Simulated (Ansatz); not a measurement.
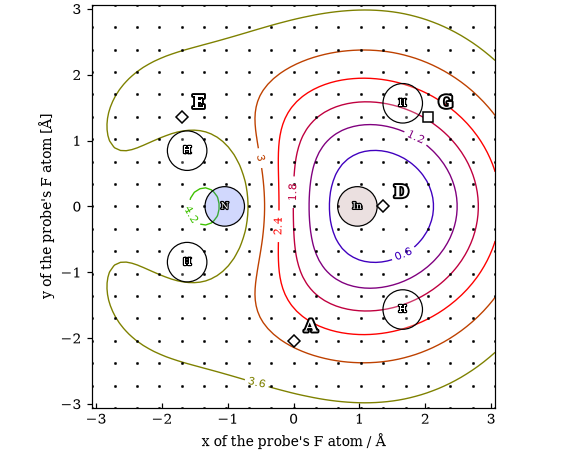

H₄InN (SMILES [NH2][InH2]) with the probe HF. The probe is moved over a plane parallel to the molecule's main plane, 2.70 Å above it. First axis: x of the probe's F atom. Second axis: y of the probe's F atom. Nothing is relaxed (molecule and probe rigid, the probe upright with F nearest the plane). The grid has 19 × 19 points; 190 points were computed and 171 follow by symmetry. All energies are given in kcal/mol relative to the lowest grid point. Theory: RKS SPW92 (LDA)/def2-SVPD (Ansatz).

The picture shows contour lines labelled in kcal/mol, dots at the grid points, labelled circles for the molecule's atoms, projected on the plane, lettered points. Between grid points the surface is interpolated.

> Is E the lowest point of the computed grid?

No. E lies 3.51 kcal/mol above the lowest grid point, which is at x of the probe's F atom = 1.36 Å, y of the probe's F atom = 0.00 Å.

> What kind of point is each of A, D, G: minimum, saddle, maximum or slope?

A: on a slope; D: minimum; G: on a slope. (In these two coordinates alone; a stationary point may lie a little off the grid point.)

> Rank the lettered points by energy, lowest first.

D (0.00 kcal/mol), G (1.88 kcal/mol), A (2.90 kcal/mol), E (3.51 kcal/mol).
